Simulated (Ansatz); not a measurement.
## Electronic structure of C2H6AlCl in real space

The calculation's input:

```
crystal:
  periodic: [false, false, false]
  atoms:
    - {symbol: C, position_ang: [-0.591973, 2.157666, -0.947671]}
    - {symbol: C, position_ang: [0.593428, 1.351790, -0.387174]}
    - {symbol: Al, position_ang: [0.565262, -0.580219, -0.686826]}
    - {symbol: Cl, position_ang: [-1.077561, -1.409527, -1.748679]}
    - {symbol: H, position_ang: [-0.490141, 3.225667, -0.732736]}
    - {symbol: H, position_ang: [-0.676741, 2.046413, -2.031532]}
    - {symbol: H, position_ang: [-1.541498, 1.824875, -0.521101]}
    - {symbol: H, position_ang: [0.684656, 1.511079, 0.696300]}
    - {symbol: H, position_ang: [1.540008, 1.730296, -0.797449]}
    - {symbol: H, position_ang: [1.663724, -1.602739, -0.208345]}
basis:
  gaussian:
    orbitals: def2-TZVPD
hamiltonian:
  xc: pbe0
output: {forces: true, orbitals: {seedname: orbitals}}
```

Run with:

```sh
ansatz run input.yaml --threads 2 --pin off --max-ram 4350MiB --events-out events.jsonl --progress --plain --runs-dir runs
```

Geometry: B3LYP-D3(BJ)/6-311G**.

Method: Ansatz 0.2.0, isolated molecule in a Gaussian basis; Kohn-Sham density functional theory, functional PBE0.

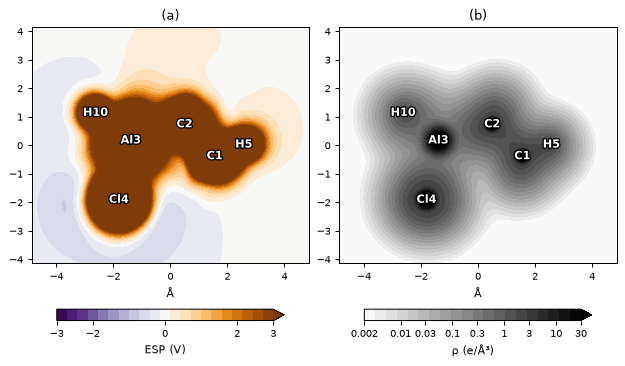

Figure 1. (a) electrostatic potential; (b) total electron density on the plane of atoms C2, Al3 and H10.

**What does the map show?**

The section cuts through C, Al, Cl and H sites.
C–C (1.54 Å): ρ is about 1.6 e/Å³ halfway.
C–Al (1.96 Å): the density is about 0.74 e/Å³ at the midpoint.
Al–Cl (2.12 Å): ρ is about 0.7 e/Å³ halfway.
C–H (1.09 Å): the density is about 2 e/Å³ at the midpoint.
Al–H (1.58 Å): ρ at the midpoint is about 0.57 e/Å³.
Outside the dense part of the molecule the potential is most negative (−0.7 V) near Cl4.

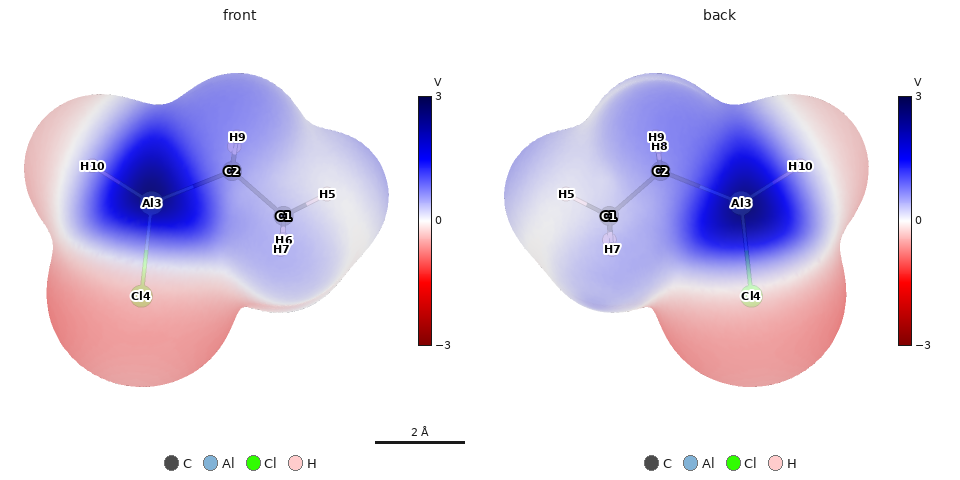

Figure 2. The molecular electrostatic potential painted on the density surface at 0.001 e/bohr³, seen from the front and from behind; red is negative and blue positive.

**Where is the surface potential most negative and most positive?**

The most negative region (about −0.7 V, or −16 kcal/mol for a unit charge) lies over Cl4, the most positive (about +2.5 V, or +58 kcal/mol for a unit charge) over Al3.

**How polar is the molecule by this calculation?**

Its dipole moment is 2.04 D.

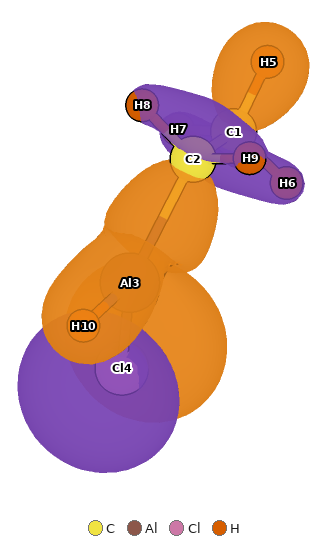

Figure 3. The HOMO−1 at ±0.1 Å⁻³ᐟ² (orange and purple are the two phases), seen at an oblique angle.

**What is the character of this orbital?**

It lies mainly on Cl4 (about 70 %) and Al3 (about 10 %); largely a lone pair of Cl4. Its energy is −9.06 eV.
